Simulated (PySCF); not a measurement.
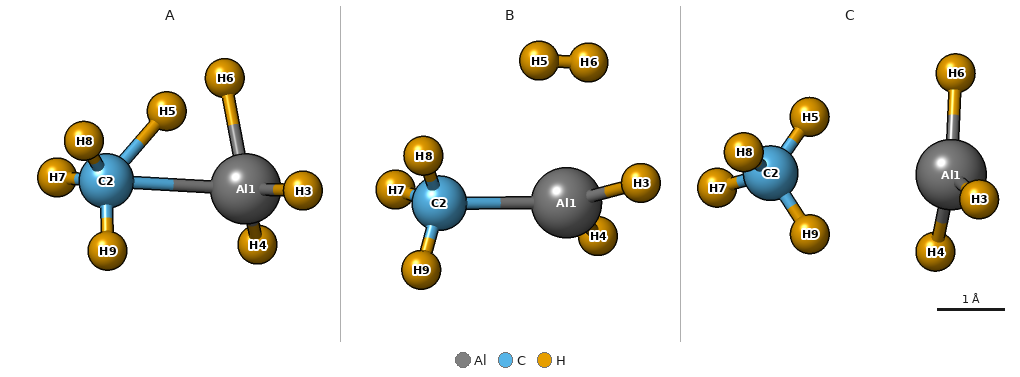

Three geometries of CH7Al: a saddle point and the two relaxed ends that it joins, in shuffled order. Style: ball-and-stick. Shown at a tilt. Sticks join atoms that are closer than about 1.2 times the sum of their covalent radii (a little more with hydrogen).

Stationary points at PBE0-D4/def2-TZVP, single-point energies with CCSD(T)/CBS, CCSD(T), B3LYP-D4 (def2-TZVPP where no basis is named; PySCF 2.14.0). The energies are electronic, without zero-point or thermal terms, and both ends are the relaxed geometries reached downhill from the saddle, with any fragments still in contact. CCSD(T)/CBS stands for a frozen-core estimate: MP2 correlation extrapolated from def2-TZVPP and def2-QZVPP, CCSD(T) minus MP2 from the smaller set.

Question: Which frame is the transition state, what reaction does it lead through, and what barrier is to be expected?

Answer: Frame A is the saddle point. Counted by bonded pieces, B holds CH₅Al + H₂ and C holds AlH₃ + CH₄. From B over the saddle to C, bonds form: Al1–H6 (2.24 → 1.74 → 1.59 Å), C2–H5 (2.80 → 1.48 → 1.10 Å). Bonds break: Al1–C2 (1.96 → 2.14 → 2.78 Å), H5–H6 (0.76 → 1.06 → 2.39 Å). The saddle has one imaginary mode, 1337i cm⁻¹. The end B keeps a soft imaginary mode of 142i cm⁻¹, so it isn't quite a minimum. The end C keeps a soft imaginary mode of 57i cm⁻¹, so it isn't quite a minimum. With CCSD(T)/CBS the barrier is 28.0 kcal/mol from B and 33.8 kcal/mol from C, and C lies 5.8 kcal/mol below B.

| level | barrier from B (kcal/mol) | barrier from C (kcal/mol) | C less B (kcal/mol) |
| --- | --- | --- | --- |
| CCSD(T)/CBS | 28.0 | 33.8 | −5.8 |
| CCSD(T) | 28.4 | 35.1 | −6.7 |
| B3LYP-D4 | 26.1 | 32.9 | −6.8 |

Against CCSD(T)/CBS, CCSD(T) comes closest on the barrier from B (+0.3 kcal/mol) and B3LYP-D4 misses most (−1.9 kcal/mol).

Limits of the set-up: the start holds two separate molecules, 2.2 Å apart at their closest, whose relative position is a soft coordinate.
